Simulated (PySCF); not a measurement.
C2H5OPSi (SMILES O=C=PC[SiH3])

The calculation's input:

```
{"job": {"kind": "uv", "xc": "CAM-B3LYP", "basis": "def2-SVPD", "ip": true, "dynamic": true}, "charge": 0, "multiplicity": 1}
O      2.933164    -0.492171     0.673896
C      2.203443     0.143921     0.042300
P      1.280797     1.129025    -0.963152
C     -0.365513     0.945446    -0.065439
Si    -1.027996    -0.821572    -0.008714
H     -1.053408     1.565579    -0.663681
H     -0.324965     1.399950     0.936747
H     -1.145642    -1.358106    -1.396300
H     -0.079584    -1.674663     0.769840
H     -2.369601    -0.858227     0.653520
```

Run with:

```sh
OMP_NUM_THREADS=1 python probes_run.py task.json out
```

Geometry: PBE0-D3(BJ)/def2-SVP.

All numbers below come from PySCF, CAM-B3LYP/def2-SVPD, SCF density, gas phase.

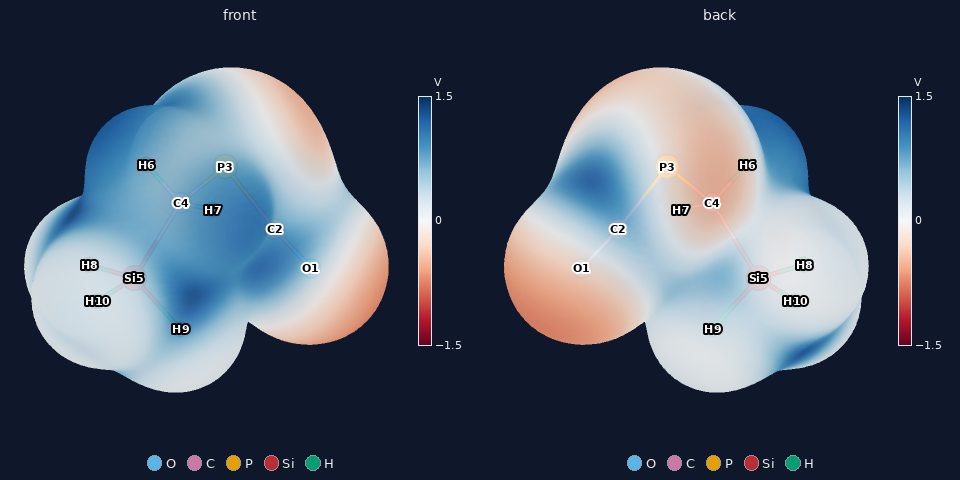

Figure 1. The molecular electrostatic potential painted on the density surface at 0.002 e/bohr³, seen from the front and from behind; the colour scale runs from red (negative) to blue (positive).

Describe the electrostatic potential map.

The most negative region (about −0.7 V) lies over O1, the most positive (about +1.3 V) over Si5.

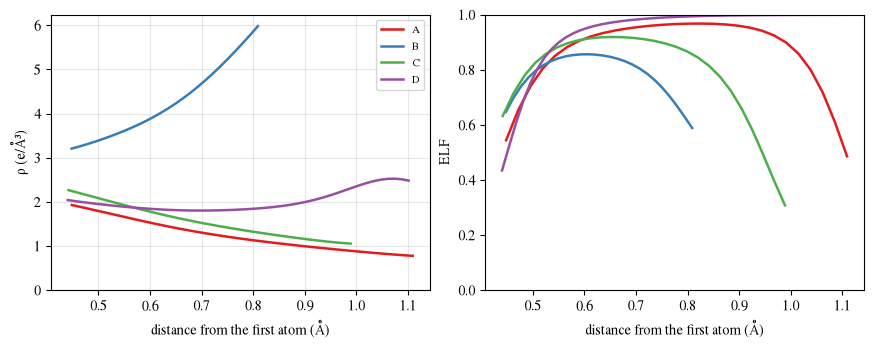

Figure 2. Electron density and ELF along straight lines between neighbouring atoms. The curves leave out the atomic cores.

Which curve belongs to which contact (C–H, C–O, C–P and C–Si)? The first atom named is at distance zero.

Curve A: C–Si (1.89 Å): the density is about 0.94 e/Å³ at the midpoint; the ELF peaks at about 0.95 between the atoms; a covalent bond. Curve B: C–O (1.16 Å): ρ at the midpoint is about 3.8 e/Å³; the ELF peaks at about 0.85 between the atoms (a multiple bond). Curve C: C–P (1.68 Å): ρ is about 1.3 e/Å³ halfway; the ELF peaks at about 0.90 between the atoms, as expected for localised, covalent bonding. Curve D: C–H (1.10 Å): the density is about 1.9 e/Å³ at the midpoint; the ELF climbs to about 1 towards the hydrogen, as it does in any bond to H: a covalent bond by its length.
